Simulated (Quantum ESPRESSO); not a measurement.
# The valence band of MoS2 as photoemission sees it, part 11 of 15

Wanted: projected DOS of MoS2, weighted into photoemission and X-ray emission spectra, at several levels of theory.

Quantum ESPRESSO 7.5; DFT, LDA, plane waves, ultrasoft GBRV pseudopotentials, scalar-relativistic (the session's first sound run).

So far. Step 6 (With a Hubbard U: self-consistent run): The run ends at a pressure of -2.31 GPa, with forces up to 0.087 eV/Å. Step 10 (With PBEsol: self-consistent run): At this level the gap is 0.91 eV on the k-mesh of the self-consistent run, which can miss the band edges.

## 12. Projected DOS and spectra

Level of this step: DFT, PBEsol, plane waves, ultrasoft GBRV pseudopotentials, scalar-relativistic (Quantum ESPRESSO).

projwfc.x splits the states by atom and shell, which the spectra need, since each shell has its own cross section.

The input, projwfc.in:

```
&projwfc
  prefix = 'pes'
  outdir = './tmp'
  filpdos = 'pes'
  ngauss = 0
  degauss = 0.00735
  DeltaE = 0.05
  Emin = -18.39
  Emax = 23.61
/
```

Run with:

```
OMP_NUM_THREADS=1 mpirun -n 4 projwfc.x -nk 4 -in projwfc.in > projwfc.out
```

The program printed:

```text
[banner, memory and clock lines left out]
Program PROJWFC v.7.5 starts

          URL

     ./tmp/pes.save/

     IMPORTANT: XC functional enforced from input :
     Exchange-correlation= PBESOL
                           (   1   4  10   8   0   0   0)
     Any further DFT definition will be discarded
     Please, verify this is what you really want

     G-vector sticks info

     negative rho (up, down):  2.383E-05 0.000E+00

     Gaussian broadening (read from input): ngauss,degauss=   0    0.007350

     Calling projwave ....

  Problem Sizes
  natomwfc =           21
  nbnd     =           23
  nkstot   =          288
  npwx     =         1556
  nkb      =           54

     Atomic states used for projection
     (read from pseudopotential files):

     state #   1: atom   1 (Mo ), wfc  1 (l=0 m= 1)
     state #   2: atom   1 (Mo ), wfc  2 (l=1 m= 1)
     state #   3: atom   1 (Mo ), wfc  2 (l=1 m= 2)
     state #   4: atom   1 (Mo ), wfc  2 (l=1 m= 3)
     state #   5: atom   1 (Mo ), wfc  3 (l=2 m= 1)
     state #   6: atom   1 (Mo ), wfc  3 (l=2 m= 2)
     state #   7: atom   1 (Mo ), wfc  3 (l=2 m= 3)
     state #   8: atom   1 (Mo ), wfc  3 (l=2 m= 4)
     state #   9: atom   1 (Mo ), wfc  3 (l=2 m= 5)
     state #  10: atom   1 (Mo ), wfc  4 (l=0 m= 1)
     state #  11: atom   1 (Mo ), wfc  5 (l=1 m= 1)
     state #  12: atom   1 (Mo ), wfc  5 (l=1 m= 2)
     state #  13: atom   1 (Mo ), wfc  5 (l=1 m= 3)
     state #  14: atom   2 (S  ), wfc  1 (l=0 m= 1)
     state #  15: atom   2 (S  ), wfc  2 (l=1 m= 1)
     state #  16: atom   2 (S  ), wfc  2 (l=1 m= 2)
     state #  17: atom   2 (S  ), wfc  2 (l=1 m= 3)
     state #  18: atom   3 (S  ), wfc  1 (l=0 m= 1)
     state #  19: atom   3 (S  ), wfc  2 (l=1 m= 1)
     state #  20: atom   3 (S  ), wfc  2 (l=1 m= 2)
     state #  21: atom   3 (S  ), wfc  2 (l=1 m= 3)

 k =   0.0000000000  0.0000000000  0.0000000000
==== e(   1) =   -50.41544 eV ====
     psi = 0.962*[#   1]+0.015*[#  10]+0.009*[#  19]+0.009*[#  15]+0.002*[#  14]
          +0.002*[#  18]+0.002*[#   5]
    |psi|^2 = 1.000
==== e(   2) =   -24.60772 eV ====
     psi = 0.972*[#   2]+0.011*[#  11]+0.005*[#  14]+0.005*[#  18]+0.004*[#  15]
          +0.004*[#  19]
    |psi|^2 = 1.000
==== e(   3) =   -24.37005 eV ====
     psi = 0.486*[#   3]+0.486*[#   4]+0.013*[#  12]+0.013*[#  13]
    |psi|^2 = 1.000
==== e(   4) =   -24.37005 eV ====
     psi = 0.486*[#   3]+0.486*[#   4]+0.013*[#  12]+0.013*[#  13]
    |psi|^2 = 1.000
==== e(   5) =    -4.03877 eV ====
     psi = 0.419*[#  10]+0.279*[#  18]+0.278*[#  14]+0.018*[#   1]+0.002*[#  15]
          +0.002*[#  19]+0.002*[#   5]
    |psi|^2 = 0.999
==== e(   6) =    -2.29362 eV ====
     psi = 0.400*[#  11]+0.290*[#  14]+0.289*[#  18]+0.020*[#   2]
    |psi|^2 = 0.999
==== e(   7) =     4.02719 eV ====
     psi = 0.321*[#  19]+0.320*[#  15]+0.251*[#   5]+0.030*[#  10]+0.024*[#  14]
          +0.024*[#  18]+0.019*[#   1]
    |psi|^2 = 0.990
==== e(   8) =     7.59892 eV ====
     psi = 0.333*[#   8]+0.333*[#   9]+0.083*[#  20]+0.083*[#  21]+0.078*[#  16]
          +0.078*[#  17]
    |psi|^2 = 0.989
==== e(   9) =     7.59892 eV ====
     psi = 0.333*[#   8]+0.333*[#   9]+0.083*[#  20]+0.083*[#  21]+0.078*[#  16]
          +0.078*[#  17]
    |psi|^2 = 0.989
==== e(  10) =     8.74245 eV ====
     psi = 0.282*[#   6]+0.282*[#   7]+0.107*[#  16]+0.107*[#  17]+0.104*[#  20]
          +0.104*[#  21]
    |psi|^2 = 0.986
==== e(  11) =     8.74245 eV ====
     psi = 0.282*[#   6]+0.282*[#   7]+0.107*[#  16]+0.107*[#  17]+0.104*[#  20]
          +0.104*[#  21]
    |psi|^2 = 0.986
==== e(  12) =     9.82720 eV ====
     psi = 0.630*[#  15]+0.190*[#  19]+0.152*[#   5]+0.006*[#   2]+0.003*[#  14]

    |psi|^2 = 0.984
==== e(  13) =     9.89177 eV ====
     psi = 0.525*[#   5]+0.439*[#  19]+0.003*[#  10]+0.002*[#  18]+0.002*[#   2]

    |psi|^2 = 0.972
==== e(  14) =    13.10686 eV ====
     psi = 0.199*[#   6]+0.199*[#   7]+0.167*[#  16]+0.167*[#  17]+0.114*[#  20]
          +0.114*[#  21]+0.001*[#   8]+0.001*[#   9]
    |psi|^2 = 0.963
==== e(  15) =    13.10686 eV ====
     psi = 0.199*[#   6]+0.199*[#   7]+0.167*[#  16]+0.167*[#  17]+0.114*[#  20]
          +0.114*[#  21]+0.001*[#   8]+0.001*[#   9]
    |psi|^2 = 0.963
==== e(  16) =    13.54760 eV ====
     psi = 0.190*[#  20]+0.190*[#  21]+0.156*[#   8]+0.156*[#   9]+0.138*[#  16]
          +0.138*[#  17]+0.009*[#  12]+0.009*[#  13]+0.002*[#   6]+0.002*[#   7]

    |psi|^2 = 0.989
[...]
psi = 0.190*[#  20]+0.190*[#  21]+0.156*[#   8]+0.156*[#   9]+0.138*[#  16]
          +0.138*[#  17]+0.009*[#  12]+0.009*[#  13]+0.002*[#   6]+0.002*[#   7]

[...]
psi = 0.439*[#  10]+0.156*[#  18]+0.150*[#  14]+0.020*[#  15]+0.019*[#  19]
          +0.006*[#   5]
[...]
psi = 0.451*[#  11]+0.175*[#  14]+0.142*[#  18]
[...]
psi = 0.070*[#  10]+0.057*[#   5]+0.046*[#  18]+0.019*[#  14]+0.004*[#  11]
          +0.003*[#  15]+0.003*[#  19]
[...]
+0.005*[#  21]+0.004*[#  16]+0.004*[#  17]+0.002*[#   8]+0.002*[#   9]

[...]
+0.005*[#  21]+0.004*[#  16]+0.004*[#  17]+0.002*[#   8]+0.002*[#   9]

[...]
+0.004*[#  17]+0.002*[#  20]+0.002*[#  21]
[...]
k =   0.0000000000 -0.1674343739  0.0248351030
[...]
+0.007*[#  10]+0.001*[#   5]+0.001*[#  14]+0.001*[#  18]
[...]
+0.004*[#  19]
[...]
psi = 0.486*[#   3]+0.486*[#   4]+0.013*[#  12]+0.013*[#  13]
[...]
+0.019*[#   1]+0.002*[#  15]+0.002*[#  19]+0.002*[#   5]
[...]
+0.003*[#   7]
[...]
+0.023*[#  18]+0.018*[#   1]+0.002*[#   8]+0.002*[#   9]
[...]
+0.079*[#  17]+0.012*[#  10]+0.005*[#  14]+0.005*[#  18]+0.002*[#  12]
          +0.002*[#  13]+0.001*[#  15]
[...]
+0.080*[#  17]+0.003*[#  12]+0.003*[#  13]
[...]
+0.094*[#  21]+0.050*[#  15]+0.048*[#  19]+0.006*[#  11]
[...]
+0.105*[#  21]
[...]
+0.009*[#  20]+0.009*[#  21]+0.005*[#   6]+0.005*[#   7]+0.005*[#  12]
          +0.005*[#  13]+0.002*[#   2]+0.002*[#  14]+0.001*[#   8]+0.001*[#   9]

[...]
+0.016*[#  16]+0.016*[#  17]+0.005*[#   2]+0.005*[#  14]+0.005*[#  18]
          +0.004*[#   6]+0.004*[#   7]+0.003*[#  11]+0.002*[#  12]+0.002*[#  13]
          +0.001*[#   8]+0.001*[#   9]
[...]
psi = 0.486*[#   3]+0.486*[#   4]+0.011*[#  12]+0.011*[#  13]
[...]
+0.001*[#   3]+0.001*[#   4]+0.001*[#  11]
[...]
+0.014*[#   7]
[...]
+0.001*[#  12]+0.001*[#  13]
[...]
+0.003*[#  18]
[...]
+0.084*[#  17]+0.009*[#  12]+0.009*[#  13]
[...]
+0.104*[#  21]
[...]
+0.001*[#   6]+0.001*[#   7]
[...]
+0.001*[#  10]
[...]
+0.015*[#  19]+0.010*[#  10]+0.001*[#  11]
[...]
+0.010*[#  11]+0.001*[#   5]
[...]
+0.112*[#  17]+0.003*[#   8]+0.003*[#   9]
[...]
+0.003*[#   6]+0.003*[#   7]+0.002*[#  10]+0.001*[#   1]
[...]
k =   0.0000000000 -0.5023031218  0.0745053091
[...]
+0.001*[#  14]+0.001*[#  18]+0.001*[#   5]
[...]
+0.001*[#  17]+0.001*[#  20]+0.001*[#  21]
[...]
+0.002*[#  11]+0.002*[#  15]+0.002*[#  19]
[...]
+0.002*[#  11]+0.001*[#  12]+0.001*[#  13]
[...]
+0.002*[#  12]+0.002*[#  13]
[...]
+0.015*[#  11]+0.005*[#   5]+0.002*[#   8]+0.002*[#   9]
[...]
+0.004*[#   7]+0.003*[#   5]+0.002*[#  12]+0.002*[#  13]
[...]
k =   0.0000000000 -0.6697374957  0.0993404122
[...]
+0.003*[#  20]+0.003*[#  21]+0.002*[#  15]+0.002*[#  19]
[...]
+0.002*[#  15]+0.001*[#  19]
[...]
+0.002*[#  12]+0.002*[#  13]
[...]
+0.005*[#  11]+0.004*[#  10]
[...]
+0.001*[#   6]+0.001*[#   7]
[...]
k =   0.0000000000 -0.8371718697  0.1241755152
[...]
+0.004*[#  13]+0.004*[#  10]+0.002*[#  14]+0.002*[#  18]
[...]
k =   0.0000000000 -1.0046062436  0.1490106183
[...]
+0.006*[#  13]+0.003*[#  18]+0.003*[#  14]+0.001*[#  10]
[...]
+0.004*[#   7]+0.004*[#   3]+0.004*[#   4]+0.001*[#   1]
[...]
+0.002*[#   1]+0.002*[#   2]+0.001*[#   8]+0.001*[#   9]
[...]
k =   0.0000000000  1.1720406175 -0.1738457213
[...]
+0.005*[#  19]+0.002*[#  16]+0.002*[#  17]+0.001*[#   1]
[...]
+0.002*[#  15]+0.002*[#  19]+0.001*[#  16]+0.001*[#  17]
[...]
+0.007*[#  11]+0.005*[#   5]+0.003*[#   2]+0.002*[#  10]
[...]
+0.007*[#  20]+0.007*[#  21]+0.006*[#  14]+0.002*[#   2]
[...]
k =  -0.1450024213 -0.0837171870  0.0496702061
[...]
psi = 0.486*[#   3]+0.486*[#   4]+0.013*[#  12]+0.013*[#  13]
[...]
k =  -0.1450024213 -0.2511515609  0.0745053091
[...]
psi = 0.486*[#   3]+0.486*[#   4]+0.012*[#  12]+0.012*[#  13]
[...]
k =  -0.1450024213 -0.4185859348  0.0993404122
[...]
k =  -0.1450024213 -0.5860203088  0.1241755152
[...]
k =  -0.1450024213 -0.7534546827  0.1490106183
[...]
k =  -0.1450024213 -0.9208890566  0.1738457213
[...]
k =  -0.1450024213  1.2557578045 -0.1490106182
[...]
+0.001*[#  16]+0.001*[#  17]
[...]
k =  -0.1450024213  1.0883234306 -0.1241755152
[...]
+0.001*[#  15]+0.001*[#  19]
[...]
+0.002*[#  15]+0.002*[#  19]+0.001*[#  16]+0.001*[#  17]
[...]
+0.003*[#   4]+0.003*[#  12]+0.003*[#  13]+0.001*[#  11]
[...]
+0.001*[#   2]+0.001*[#   8]+0.001*[#   9]+0.001*[#  14]
[...]
+0.001*[#   6]+0.001*[#   7]
[...]
[... cut ...]
   20.89672 eV ====
[...]
+0.002*[#  16]+0.002*[#  17]
[...]
k =  -0.0000000000  2.0092124872  0.0745053093
[...]
+0.002*[#  15]+0.002*[#  19]
[...]
psi = 0.486*[#   3]+0.486*[#   4]+0.011*[#  12]+0.011*[#  13]
[...]
+0.004*[#  14]+0.001*[#  18]
[...]
+0.017*[#  15]+0.016*[#  11]+0.015*[#   5]+0.006*[#  19]
[...]
+0.003*[#   9]
[...]
k =  -0.0000000000  1.8417781132  0.0993404123
[...]
+0.001*[#  10]
[...]
+0.108*[#  17]+0.001*[#   8]+0.001*[#   9]
[...]
+0.020*[#  18]+0.010*[#  10]+0.006*[#  12]+0.006*[#  13]
[...]
+0.134*[#  21]+0.001*[#   8]+0.001*[#   9]
[...]
+0.005*[#   9]+0.001*[#   6]+0.001*[#   7]
[...]
+0.001*[#   9]
[...]
+0.002*[#   1]
[...]
+0.007*[#  21]+0.005*[#   3]+0.005*[#   4]
[...]
k =  -0.0000000000  1.6743437393  0.1241755153
[...]
+0.003*[#  20]+0.003*[#  21]+0.002*[#  15]+0.002*[#  19]
[...]
+0.002*[#  17]+0.002*[#  20]+0.002*[#  21]
[...]
+0.003*[#  21]+0.003*[#  11]+0.002*[#   5]
[...]
+0.001*[#   3]+0.001*[#   4]+0.001*[#   6]+0.001*[#   7]
[...]
+0.001*[#  12]+0.001*[#  13]
[...]
+0.114*[#  17]
[...]
+0.001*[#  12]+0.001*[#  13]
[...]
+0.132*[#  21]
[...]
+0.003*[#  13]
[...]
psi = 0.053*[#  10]+0.035*[#  14]+0.024*[#  11]+0.021*[#  19]+0.020*[#  12]
          +0.020*[#  13]+0.020*[#  18]+0.014*[#  15]+0.007*[#   8]+0.007*[#   9]
          +0.006*[#  16]+0.006*[#  17]+0.001*[#   1]+0.001*[#   6]+0.001*[#   7]

    |psi|^2 = 0.240
==== e(  20) =    19.81248 eV ====
     psi = 0.140*[#  12]+0.140*[#  13]+0.049*[#  14]+0.049*[#  10]+0.041*[#  18]
          +0.026*[#  15]+0.023*[#  11]+0.019*[#   1]+0.019*[#  19]+0.018*[#   8]
          +0.018*[#   9]+0.013*[#   5]+0.012*[#  16]+0.012*[#  17]+0.005*[#  20]
          +0.005*[#  21]+0.001*[#   6]+0.001*[#   7]
    |psi|^2 = 0.592
==== e(  21) =    20.90641 eV ====
     psi = 0.216*[#  11]+0.044*[#  18]+0.024*[#  12]+0.024*[#  13]+0.021*[#  19]
          +0.021*[#  14]+0.019*[#   6]+0.019*[#   7]+0.016*[#  20]+0.016*[#  21]
          +0.012*[#  15]+0.005*[#  16]+0.005*[#  17]+0.004*[#   5]+0.002*[#   1]

    |psi|^2 = 0.450
==== e(  22) =    22.13845 eV ====
     psi = 0.096*[#  10]+0.012*[#  12]+0.012*[#  13]+0.006*[#  16]+0.006*[#  17]
          +0.006*[#  14]+0.005*[#  11]+0.004*[#   1]+0.004*[#  20]+0.004*[#  21]
          +0.003*[#   5]+0.002*[#  18]+0.001*[#  19]
    |psi|^2 = 0.166
==== e(  23) =    22.76903 eV ====
     psi = 0.223*[#  12]+0.223*[#  13]+0.008*[#  16]+0.008*[#  17]+0.007*[#   8]
          +0.007*[#   9]+0.006*[#  20]+0.006*[#  21]+0.004*[#   3]+0.004*[#   4]

    |psi|^2 = 0.498

 k =  -0.1450024213 -0.0837171870  0.4221967519
==== e(   1) =   -50.41338 eV ====
     psi = 0.945*[#   1]+0.012*[#  12]+0.012*[#  13]+0.010*[#  15]+0.010*[#  19]
          +0.007*[#  10]+0.001*[#   5]+0.001*[#  14]+0.001*[#  18]
    |psi|^2 = 1.000
==== e(   2) =   -24.60366 eV ====
     psi = 0.974*[#   2]+0.008*[#  11]+0.004*[#  14]+0.005*[#  18]+0.004*[#  15]
          +0.004*[#  19]
    |psi|^2 = 1.000
==== e(   3) =   -24.39104 eV ====
     psi = 0.488*[#   3]+0.488*[#   4]+0.008*[#  12]+0.008*[#  13]+0.004*[#  10]

    |psi|^2 = 1.000
==== e(   4) =   -24.37481 eV ====
```

It took 1.9 s on 4 MPI ranks of Arm Neoverse V2, shared host; 7.6 s of CPU time.

This step gave:

- gap from the DOS mesh: 0.914 eV
- share of occupied states in no projected shell: 0.0074 of the occupied states in the window

The DOS has structure finer than the step of the table below, so its rows give means over 2 eV, whole bins alone (the curve runs from -16.8 to 9.79 eV). Peaks (eV: height): total -12.9: 4.89, -4.7: 3.98, -4.0: 4.43, 2.1: 4.66; S 3p -4.7: 2.27, -4.0: 2.48, -2.8: 2.23, -2.4: 2.38; Mo 4d -4.0: 1.67, -1.5: 1.96, 1.5: 2.86, 2.1: 2.73; S 3s -12.9: 3.65; Mo 5p -13.1: 0.724, -3.9: 0.172, 8.7: 0.512, 9.7: 0.806.

The DOS by E, zero at the valence-band maximum; means over each step; values in states/eV/cell:

```tsv
E (eV)	total	S 3p	Mo 4d	S 3s	Mo 5p	Mo 5s
-14	1.28	0.0219	0.0730	0.795	0.292	0.0976
-12	0.704	0.00783	0.101	0.534	0.0579	0.00375
-10	0	0	0	0	0	0
-8	0.00339	0.00216	8.4e-4	1.6e-4	1.9e-5	1.7e-4
-6	1.69	1.03	0.478	0.0357	0.0761	0.0567
-4	2.59	1.45	0.853	0.103	0.110	0.0481
-2	2.55	1.46	0.897	0.0592	0.0927	0.0107
0	0.215	0.0727	0.128	0.00563	0.00284	0.00221
2	2.98	0.981	1.76	0.0635	0.0352	0.0203
4	0.979	0.417	0.459	0.0436	0.00736	0.00262
6	0.682	0.0630	0.0313	0.0347	0.0955	0.171
8	2.19	0.153	0.0634	0.131	0.416	0.229
```

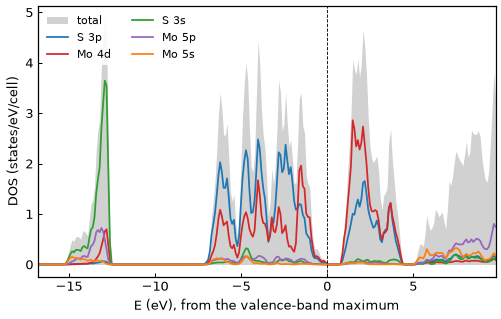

DOS, plotted against E.

Maxima picked by a test of local sharpness, so broad peaks and shoulders can be missing; peaks within 0.45 eV of a curve's cut are left out. Valence peaks, by row:

```tsv
photon energy (eV)	binding energy (eV)	height (% of the maximum within 13 eV)	main shell	its share (%)
21.2	6.089	75.12	Mo 4d	52.26
21.2	4.639	81.89	Mo 4d	51.3
21.2	3.989	99.17	Mo 4d	56.76
21.2	2.689	88.67	S 3p	51.23
21.2	1.489	100	Mo 4d	74.14
100	12.99	98.52	S 3s	97.48
100	6.089	74.56	S 3p	95.11
100	4.689	91.13	S 3p	86.73
100	3.989	90.06	S 3p	94.18
100	2.489	100	S 3p	94.72
400	12.99	93.28	S 3s	83.23
400	6.089	76.1	S 3p	49.58
400	4.639	89.63	S 3p	46.78
400	3.989	100	Mo 4d	51.09
400	2.639	90.97	S 3p	53.94
400	1.489	96.96	Mo 4d	69.39
1487	12.99	100	S 3s	89.06
1487	6.089	39.99	Mo 4d	57.81
1487	4.639	51.02	Mo 4d	48.47
1487	3.989	53.7	Mo 4d	61.7
1487	2.689	46.81	Mo 4d	54.11
1487	1.489	56.26	Mo 4d	77.55
5950	12.99	100	S 3s	95.57
5950	6.089	13.07	Mo 4d	41.46
5950	4.639	22.47	S 3s	47.53
5950	2.639	14.69	Mo 4d	39.38
5950	1.489	15.71	Mo 4d	65.13
```

Spectra as before, but with a recipe of its own (widths, and in some runs the light), which changes peak heights and what is resolved: Gaussian 0.45 eV, Lorentzian 0.05 eV plus 0.03 times the binding energy, linear light, analyser at 10°, Fermi edge at 20 K; some photon energies differ too.

Side by side:

```tsv
quantity	this run	base run	difference
gap from the DOS mesh (eV)	0.914	0.882	0.0320
```

One result that differs is the gap from the DOS mesh, 0.914 eV against 0.882 eV.

(Continued in part 12 of 15.)

[Logs are printed without paths, hosts, clocks, repeated set-up lines and the standing remarks that a program may print on its own settings, such as how far it seeks lower states.]

[Hosts, paths, dates, database ids (printed as entryN), source tags and the programs' standing remarks are cut or masked in the printed files.]

[Maps of the electrostatic potential energy from Ansatz leave out the sawtooth potential of an applied field or a dipole correction, so their vacuum need not be flat; work functions include it.]

[Peak lists hold at most the 14 tallest peaks of each spectrum; further lines can be left out.]
